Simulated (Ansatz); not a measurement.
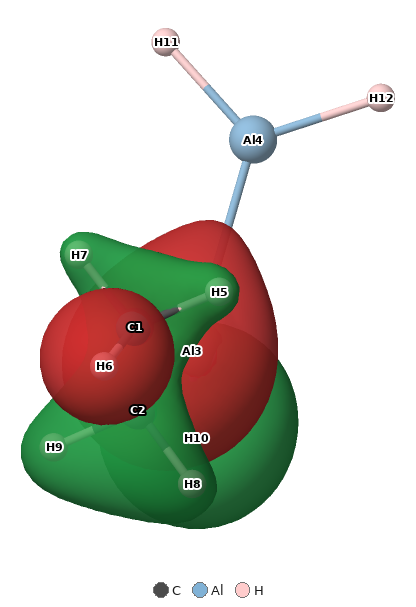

C2H8Al2. The HOMO−1 at ±0.1 Å⁻³ᐟ² (green and red are the two phases), seen at an oblique angle.

Geometry: PBE0-D4/def2-TZVP.

Theory: RKS PBE0-D4/def2-TZVPP in Ansatz 0.2.0.

The calculation's input:

```
crystal:
  periodic: [false, false, false]
  atoms:
    - {symbol: C, position_ang: [-0.753535, 1.511573, -0.046382]}
    - {symbol: C, position_ang: [0.265346, 0.978474, 0.957618]}
    - {symbol: Al, position_ang: [0.920962, -0.854727, 0.664959]}
    - {symbol: Al, position_ang: [0.091829, -2.307961, -1.321879]}
    - {symbol: H, position_ang: [-0.350285, 1.521885, -1.063651]}
    - {symbol: H, position_ang: [-1.070533, 2.534045, 0.181440]}
    - {symbol: H, position_ang: [-1.657464, 0.895176, -0.069816]}
    - {symbol: H, position_ang: [1.146175, 1.634194, 0.996501]}
    - {symbol: H, position_ang: [-0.143842, 1.015514, 1.976797]}
    - {symbol: H, position_ang: [1.993892, -1.412796, 1.713983]}
    - {symbol: H, position_ang: [-1.179881, -3.268566, -1.208792]}
    - {symbol: H, position_ang: [0.814437, -2.301813, -2.746878]}
basis:
  gaussian: {orbitals: def2-TZVPP}
hamiltonian: {xc: pbe0, dispersion: d4}
output: {orbitals: {seedname: orbitals}}
```

Launched as:

```sh
ansatz run in.yaml --threads 2 --pin off --events-out ev --progress --plain --max-ram 4352MiB
```

Describe this orbital and give its energy.

Answer. It lies mainly on C2 (about 25 %), Al3 (about 25 %), H10 (about 25 %) and C1 (about 10 %). Its energy is −7.68 eV.
